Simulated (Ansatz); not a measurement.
**What Se → C does to MgSe**

Consider MgSe in the rock salt structure (space group Fm-3m, No. 225; a = 5.4722 Å).

The change: every Se is replaced by C, then cell and atoms are relaxed.

Level of theory: plane-wave PAW DFT at the r2SCAN level (Ansatz, a program for electronic structure, 500 eV), spin-orbit coupling left out. k-mesh 17×17×17 (Γ-centred); smearing 0.05 eV (Fermi–Dirac), for the changed cell.

```csv
quantity,base,changed,shift
volume per atom,20.48 Å³,12.14 Å³,-8.348 Å³
density,4.19 g/cm³,2.48 g/cm³,-1.701 g/cm³
lattice parameter a,5.472 Å,4.596 Å,-0.876 Å
space group,Fm-3m (No. 225),Fm-3m (No. 225),–
shortest interatomic distance,2.736 Å,2.298 Å,-0.438 Å
band gap,2.48 eV,zero,–
```

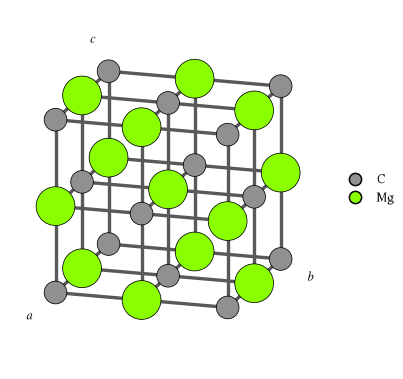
*The relaxed conventional cell after the change*

Cost of the whole job for the changed cell (relaxation, final SCF and bands): very roughly 60 core-seconds.

No phonon test of stability was made. As relaxed here, MgC is a hypothetical phase, not in the database extracts checked. All final runs are without spin polarisation.
